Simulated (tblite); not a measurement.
# Run report: SiNH₄, frequency calculation

The run: frequency calculation of SiNH₄, multiplicity 2, SMILES N[SiH2]. Method and program: GFN2-xTB harmonic vibrations, gas phase (tblite 0.8.0).

It belongs to a series of runs on one base structure; here: X = H replaced by NH2.

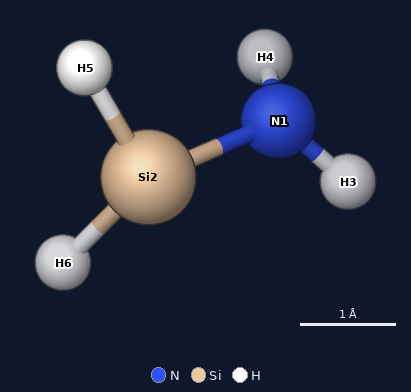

The structure (ball-and-stick view, seen at a tilt; atoms are numbered from 1 in the order of the input).

**Results in brief**

- outcome: converged
- total energy: −180.5404 eV
- zero-point energy: 24.6870 kcal/mol
- hardware: 1 CPU thread, shared host
- peak memory: 0.18 GiB

**Input**
```
{"job": {"kind": "ir", "xc": "GFN2-xTB", "basis": "xTB"}, "charge": 0, "multiplicity": 2}
N     -0.890818    -0.101691     0.182349
Si     0.809298     0.141464     0.315847
H     -1.516978     0.651434     0.416539
H     -1.250523    -0.601242    -0.620371
H      1.431688    -1.172785     0.304879
H      1.420456     1.084810    -0.620818
```

The first line tells a small driver script what to run in tblite; the rest is the geometry in Å.

Launched with:
```bash
OMP_NUM_THREADS=1 python <driver script> task.json out
```

**The program's output**
```
mode    cm-1     km/mol
  1     193.8      9.60
  2     501.0    169.57
  3     541.8     88.56
  4     580.4     73.70
  5     763.2    146.31
  6     824.2     70.25
  7     895.6    138.88
  8    1529.9     22.19
  9    2231.1    428.94
 10    2322.7    343.05
 11    3387.5     13.03
 12    3497.6      1.91
```

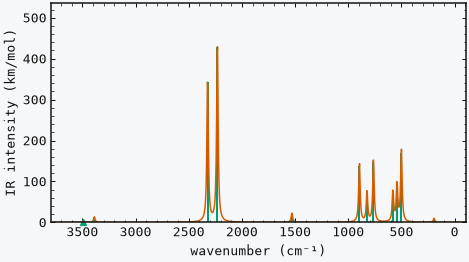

Harmonic infrared spectrum, unscaled: sticks (degenerate modes added up, dark ones marked on the axis) with a Lorentzian envelope of 16 cm⁻¹ full width, scaled to the tallest stick. 12 modes from 194 to 3498 cm⁻¹, none imaginary. The strongest line is at 2231 cm⁻¹ (429 km/mol). All modes, in cm⁻¹ (km/mol): 194 (9.6), 501 (170), 542 (89), 580 (74), 763 (146), 824 (70), 896 (139), 1530 (22), 2231 (429), 2323 (343), 3388 (13.0), 3498 (1.9).
